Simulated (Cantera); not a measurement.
Input: 1 mol MgSO₄, a varied amount of H₂, equilibrated at 1800 K and 1.33 mbar.

Cantera equilibrium calculation (NASA polynomials, part measured and part estimated; ideal gas, pure solids and liquids). Candidate condensed phases: H₂O, H₂SO₄, Mg, MgO, Mg(OH)₂, MgS, MgSO₄, S; 26 gas species. Equilibrium is a limit: real reactors are often held back by kinetics, nucleation or transport.

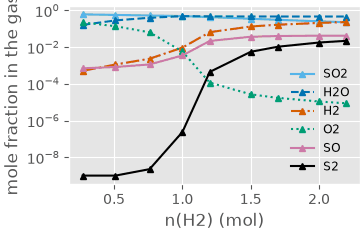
Fig. 1. Equilibrium gas composition (values under 1e-9 drawn at 1e-9)

**Question.** Read off the mole fractions at 0.51 mol H₂.

**Answer.** SO₂ about 0.57, H₂O about 0.29, O₂ about 0.14, H₂ about 0.0011, SO about 0.00083.
